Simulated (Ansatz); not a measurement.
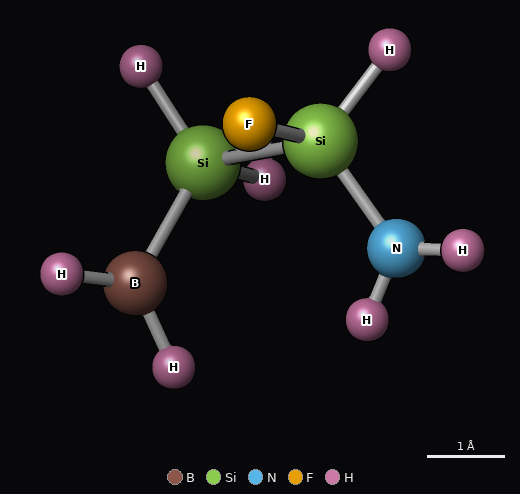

Starting structure of BSi2NH7F. Style: ball-and-stick. Shown at a tilt.

The start comes from PBE-D4/def2-SVP.

All numbers below come from RKS PBE0-D4/def2-TZVP in Ansatz 0.2.0.

Input
```yaml
crystal:
  periodic: [false, false, false]
  atoms:
    - {symbol: B, position_ang: [-0.885923, 1.111741, 1.409684]}
    - {symbol: Si, position_ang: [-1.048143, 0.953048, -0.558726]}
    - {symbol: Si, position_ang: [0.932245, -0.333188, -0.814247]}
    - {symbol: N, position_ang: [0.687340, -1.820882, 0.021646]}
    - {symbol: F, position_ang: [2.145045, 0.609880, -0.199470]}
    - {symbol: H, position_ang: [-1.253905, 0.195746, 2.125133]}
    - {symbol: H, position_ang: [-0.289738, 2.036981, 1.923698]}
    - {symbol: H, position_ang: [-2.185999, 0.126745, -1.097971]}
    - {symbol: H, position_ang: [-0.891452, 2.213163, -1.367112]}
    - {symbol: H, position_ang: [1.352604, -0.666731, -2.217930]}
    - {symbol: H, position_ang: [1.304894, -2.624229, -0.115574]}
    - {symbol: H, position_ang: [0.210131, -1.857473, 0.924871]}
basis:
  gaussian: {orbitals: def2-TZVP}
hamiltonian: {xc: pbe0, dispersion: d4}
relax: {f_tol: 0.005, max_steps: 150}
```

Command:
```bash
ansatz run in.yaml --threads 4 --pin off --events-out ev --progress --plain --max-ram 10444MiB
```

Q: Predict the outcome.

A: Over 11 accepted moves (12 points after the start) the energy falls by 1.79 kcal/mol. Largest force component: 0.84 eV/Å at the start, 0.0043 eV/Å at the end. The line search rejected the trial step at point 9 of the run. The largest move after the best rigid fit is that of H7, 0.20 Å. Largest moves by element: H 0.20 Å, F 0.17 Å, B 0.10 Å, Si 0.08 Å, N 0.07 Å. Some distances before and after: Si3–F5 1.655 → 1.611 Å, Si3–N4 1.724 → 1.699 Å, B1–H6 1.219 → 1.197 Å, B1–H7 1.215 → 1.194 Å. Among the angles between lasting bonds that change: B1–Si2–Si3 94.7° → 100.6°, B1–Si2–H8 117.5° → 114.6°.

Final geometry:

```xyz
12

B    -0.9718    1.1505    1.4482
Si   -0.9767    0.9497   -0.5277
Si    0.9537   -0.3666   -0.8357
N     0.7585   -1.8195    0.0221
F     2.1984    0.5273   -0.3394
H    -1.3696    0.2613    2.1445
H    -0.4719    2.0941    1.9831
H    -2.1220    0.1671   -1.0696
H    -0.8222    2.2106   -1.3024
H     1.2696   -0.7255   -2.2404
H     1.3056   -2.6405   -0.1777
H     0.3255   -1.8636    0.9289
```

The end point in the same view:

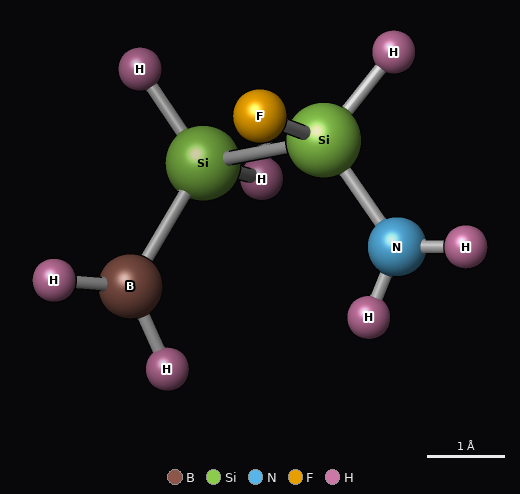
